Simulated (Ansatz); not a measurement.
# Ge$_{2}$P$_{4}$Pb: what the fields show

Input file:

```
crystal:
  lattice:
    - [4.60587105, 0.0, 0.0]
    - [0.0, 2.30189513, 8.73740306]
    - [0.0, -2.30189513, 8.73740306]
  atoms:
    - { symbol: Ge, position: [0.0, 0.1050535, 0.1050535] }
    - { symbol: Ge, position: [0.5, 0.8964185, 0.8964185] }
    - { symbol: P, position: [0.0, 0.4575665, 0.4575665] }
    - { symbol: P, position: [0.5, 0.56675, 0.56675] }
    - { symbol: P, position: [0.0, 0.7389945, 0.7389945] }
    - { symbol: P, position: [0.5, 0.2397155, 0.2397155] }
    - { symbol: Pb, position: [0.0, 0.310501, 0.310501] }
kpoints:
  mp_grid: { grid: [6, 6, 6] }
hamiltonian:
  xc: pbesol
scf:
  occupations: { method: fermi_dirac, width: 0.03 }
relax:
  f_tol: 0.01
  cell: {}
  max_steps: 120
output:
  write_density: true
  write_potential: true
  elf: true
  volumetric_format: npy
```

Run with:

```sh
ansatz run input.yaml --threads 4 --pin off --max-ram 4608MiB --backend cpu --events-out ev --progress --plain --runs-dir out
```

Below, planes, directions and counts refer to the conventional cell (a = 3.25 Å, b = 3.40 Å, c = 23.33 Å, α = 90.00°, β = 90.00°, γ = 90.00°).

The fields are those of the run's last geometry, not of the input's.

Space group Amm2; a structure from a database of computed crystals, not necessarily the ambient phase; started from the Nd2Sn4Rh-38 prototype, which need not be the ambient phase.

These are results of DFT, PBEsol, plane waves, PAW (Ansatz 0.2.0), not measurements.

Core electrons are frozen (PAW), and the valence fields are smoothed inside the atomic spheres.

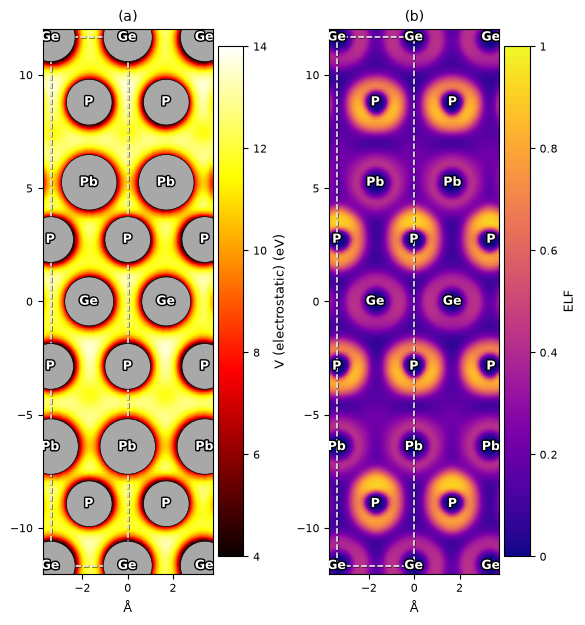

Figure 1. (a) electrostatic potential energy of an electron; (b) ELF on the (100) plane of the conventional cell. Grey discs cover the atomic cores in the potential map.

### What does the map show?

- Atoms in the plane: Ge, P and Pb.
- P–Pb (3.05 Å): the ELF peaks at about 0.85 in the valence shell of P, 0.8 Å from its nucleus, and drops to about 0.25 between the two atoms.
- Outside the cores the potential energy rises away from the atoms and is highest about 1.9 Å from the nearest atoms; its zero is arbitrary.

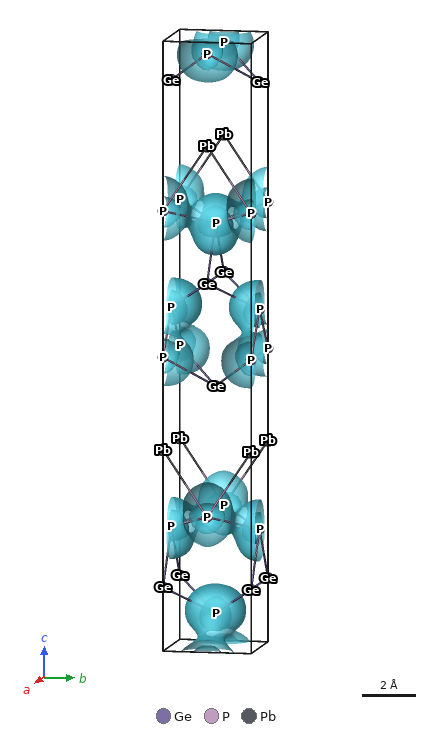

Figure 2. Isosurface of the ELF at 0.65 (cyan), seen slightly off an axis. Core shells and regions of very low density are left out. Sticks mark near contacts.

### Where are the electrons localised?

The ELF exceeds this value in channels that run through the cell in one direction and sheets that run through the cell in two directions, counted in one cell of 14 atoms. Any copies at cell faces, edges or corners count once. Along the contacts the grid gives the following. P–P (2.36 Å): the ELF peaks at about 0.85 between the atoms. Ge–P (2.62 Å): the ELF peaks at about 0.85 in the valence shell of P, 0.8 Å from its nucleus, and is about 0.60 at the midpoint.
